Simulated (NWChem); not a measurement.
# GaH2ClF− (SMILES [F][GaH2-][Cl]): levels of theory compared

Aim: a comparison of 6 runs (HF/STO-3G, HF/3-21G, B3LYP/6-31G*, MP2/6-31G*, MP2/def2-SVP) of GaH2ClF−. 

The calculation is run with NWChem 7.3.0.

## (1) The structure to begin with

GaH2ClF−: 5 atoms, total charge -1, spin state singlet. As SMILES, `[F][GaH2-][Cl]`. Geometry: a GFN2-xTB relaxation, a rough one for these elements and not checked as a minimum.

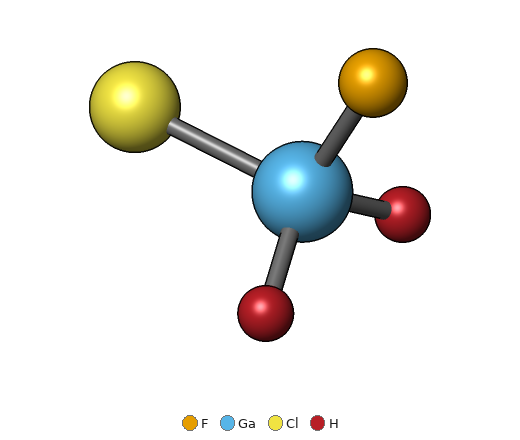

Viewed from a chosen angle; fluorine amber, gallium blue, chlorine yellow, hydrogen red.

## (2) Energy and gradient at HF/STO-3G (run 1)

nw.nw

```
echo
start nw
title "ClFGaH2"
memory stack 880 mb heap 220 mb global 1100 mb
charge -1

geometry units atomic noautosym nocenter noautoz
F  -2.26409977  0.33982945  2.41214091
Ga -0.08834470  0.12020548 -0.18247195
Cl  3.09316041 -2.11195792  0.94707404
H  -1.52907189 -1.22737712 -2.38644064
H   0.78835594  2.87930011 -0.79030236
end

basis spherical bse
* library STO-3G
end

scf
thresh 1e-08
maxiter 80
end

task scf gradient
```

The run is started by

```
$ nwchem nw.nw > nw.out
```

Standard output:

```text
[...]
  functions       =    34
[...]
  wavefunction    = RHF
[...]
         Total SCF energy =  -2454.665027116383
      One-electron energy =  -3992.454190795648
      Two-electron energy =   1269.568892984454
 Nuclear repulsion energy =    268.220270694811
        Time for solution =      2.2s
[...]
                         RHF ENERGY GRADIENTS
    atom               coordinates                        gradient
                 x          y          z           x          y          z
   1 F      -2.264100   0.339829   2.412141   -0.026831   0.005647   0.024450
   2 Ga     -0.088345   0.120205  -0.182472    0.041746  -0.034750   0.028701
   3 Cl      3.093160  -2.111958   0.947074   -0.000171   0.001335  -0.003140
   4 H      -1.529072  -1.227377  -2.386441   -0.026710  -0.020365  -0.038325
   5 H       0.788356   2.879300  -0.790302    0.011966   0.048134  -0.011685
[...]
```

Run time: 3.6 s. Hardware: 1 thread of AMD EPYC 9R45 (Zen 5), shared host; peak memory 0.099 GiB.

## (3) Energy and forces at HF/3-21G (run 2)

clfgah2.nw

```
echo
start clfgah2
title "ClFGaH2"
memory stack 880 mb heap 220 mb global 1100 mb
charge -1

geometry noautosym nocenter noautoz
  F     -1.198110     0.179830     1.276450
  Ga    -0.046750     0.063610    -0.096560
  Cl     1.636830    -1.117600     0.501170
  H     -0.809150    -0.649500    -1.262850
  H      0.417180     1.523660    -0.418210
end

basis spherical bse
  * library 3-21G
end

scf
  singlet
  rhf
  thresh 1e-08
  maxiter 80
end

task scf gradient
```

The run is started by

```
$ nwchem clfgah2.nw > clfgah2.out
```

Standard output:

```text
[...]
  functions       =    48
[...]
  wavefunction    = RHF
[...]
         Total SCF energy =  -2471.353229717524
      One-electron energy =  -3996.641713472727
      Two-electron energy =   1257.068193806830
 Nuclear repulsion energy =    268.220289948373
        Time for solution =      1.4s
[...]
                         RHF ENERGY GRADIENTS
    atom               coordinates                        gradient
                 x          y          z           x          y          z
   1 F      -2.264100   0.339829   2.412141   -0.019097   0.003866   0.017823
   2 Ga     -0.088345   0.120205  -0.182472    0.070884  -0.033368  -0.017200
   3 Cl      3.093160  -2.111958   0.947074   -0.047141   0.033066  -0.016646
   4 H      -1.529072  -1.227377  -2.386440    0.003999   0.009437   0.012369
   5 H       0.788356   2.879300  -0.790302   -0.008645  -0.013002   0.003654
[...]
```

It took 2.7 s on 1 thread of AMD EPYC 9R45 (Zen 5), shared host; peak memory 0.1 GiB.

Runs 3 to 5 aren't shown in full; the table further down has their settings and results.

## (4) Energy and gradient at MP2/def2-SVP (run 6)

job.nw

```
start job
title "ClFGaH2"
memory 2200 mb
charge -1
geometry noautosym nocenter noautoz
  F       -1.198110       0.179830       1.276450
  Ga      -0.046750       0.063610      -0.096560
  Cl       1.636830      -1.117600       0.501170
  H       -0.809150      -0.649500      -1.262850
  H        0.417180       1.523660      -0.418210
end
basis spherical bse
  F library def2-SVP
  Ga library def2-SVP
  Cl library def2-SVP
  H library def2-SVP
end
scf
  thresh 1e-08
  maxiter 80
end
mp2
  freeze core 15
  tight
end
task mp2 gradient
```

The run is started by

```
$ nwchem job.nw > job.out
```

Standard output:

```text
[...]
  functions       =    74
[...]
  wavefunction    = RHF
[...]
         Total SCF energy =  -2483.015870896405
      One-electron energy =  -4010.055245439299
      Two-electron energy =   1258.819084594521
 Nuclear repulsion energy =    268.220289948373
        Time for solution =      7.0s
[...]
          Total MP2 energy         -2483.565689779888
[...]
                         mp2 ENERGY GRADIENTS
    atom               coordinates                        gradient
                 x          y          z           x          y          z
   1 F      -2.264100   0.339829   2.412141    0.005551   0.000833  -0.010175
   2 Ga     -0.088345   0.120205  -0.182472    0.020072  -0.015480   0.010522
   3 Cl      3.093160  -2.111958   0.947074   -0.025052   0.018108  -0.010196
   4 H      -1.529072  -1.227377  -2.386440    0.003916   0.005732   0.007824
   5 H       0.788356   2.879300  -0.790302   -0.004488  -0.009194   0.002026
[...]
```

Wall time 19 s (1 thread of AMD EPYC 9R45 (Zen 5), shared host); peak memory 0.2 GiB.

## (5) All runs side by side

```tsv
run	level	iteration cap	module	energy (Eh)	HOMO energy (eV)	LUMO energy (eV)	HOMO–LUMO gap (eV)	wall time
1	HF/STO-3G	80	scf	-2454.665027	-0.08	17.32	17.40	3.6 s
2	HF/3-21G	80	scf	-2471.353230	-5.58	8.57	14.15	2.7 s
3	B3LYP/6-31G* (spherical functions)	100	dft	-2486.006509	-2.04	5.48	7.52	15 s
4	B3LYP/6-31G* (Cartesian functions)	100	dft	-2486.016365	-2.05	5.45	7.49	19 s
5	MP2/6-31G* (spherical functions)	80	mp2	-2483.728796	–	–	–	30 s
6	MP2/def2-SVP	80	mp2	-2483.565690	-5.51	9.20	14.71	19 s
```

## (6) Outcome

```
                                                    quantity           value
                                         run 6: total energy  -2483.56569 Eh
                  run 6: HOMO energy (Hartree–Fock orbitals)        -5.51 eV
                  run 6: LUMO energy (Hartree–Fock orbitals)         9.20 eV
run 6: HOMO–LUMO gap (to an unbound level, set by the basis)        14.71 eV
         run 6: correlation energy (15 core orbitals frozen)      -549.8 mEh
                             run 6: largest force on an atom      1.674 eV/Å
```

Over runs 1, 2, 3, 4 the HOMO–LUMO gap runs from 7.49 eV (B3LYP/6-31G*) to 17.40 eV (HF/STO-3G). The two ends differ in method and basis. The empty levels of an anion lie above zero and hang on the basis. In run 1 the basis is minimal, so the values are rough. All runs together took 90 s, the longest 30 s.
